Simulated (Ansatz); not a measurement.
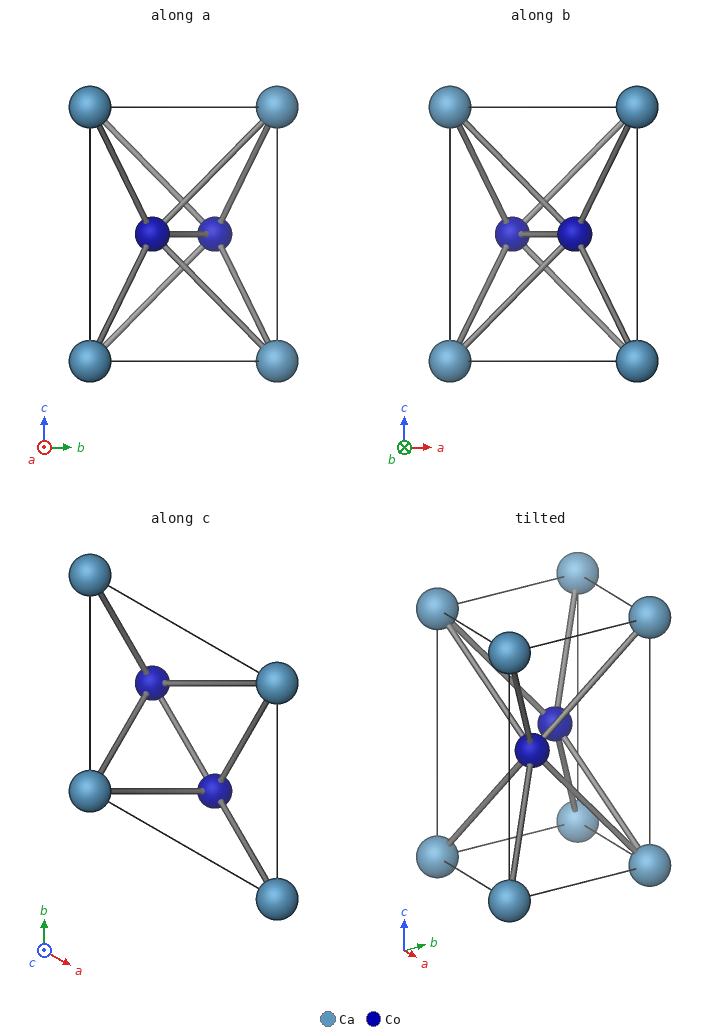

Drawn in the ball-and-stick manner and seen along the a axis, along the b axis, along the c axis and slightly off an axis. One conventional unit cell is framed, with atoms on its boundary repeated.

Lattice parameters: a = 3.7783 Å, b = 3.7783 Å, c = 4.4437 Å, α = 90.000°, β = 90.000°, γ = 120.000°.

Q: Express the structure as a CIF with its space group and independent sites.

A:
```cif
data_structure
_symmetry_space_group_name_H-M 'P 6/m m m'
_symmetry_Int_Tables_number 191
_cell_length_a 3.7783
_cell_length_b 3.7783
_cell_length_c 4.4437
_cell_angle_alpha 90.000
_cell_angle_beta 90.000
_cell_angle_gamma 120.000
_cell_volume 54.94
loop_
_atom_site_label
_atom_site_type_symbol
_atom_site_symmetry_multiplicity
_atom_site_Wyckoff_symbol
_atom_site_fract_x
_atom_site_fract_y
_atom_site_fract_z
_atom_site_occupancy
Ca1 Ca 1 a 0.0000 0.0000 0.0000 1
Co1 Co 2 d 0.3333 0.6667 0.5000 1
```

The structure was taken from a structure type filled with these elements by a generator (whether the compound takes this form wasn't checked). It was relaxed at fixed volume with DFT PBEsol, scalar-relativistic, plane waves, PAW (Ansatz).
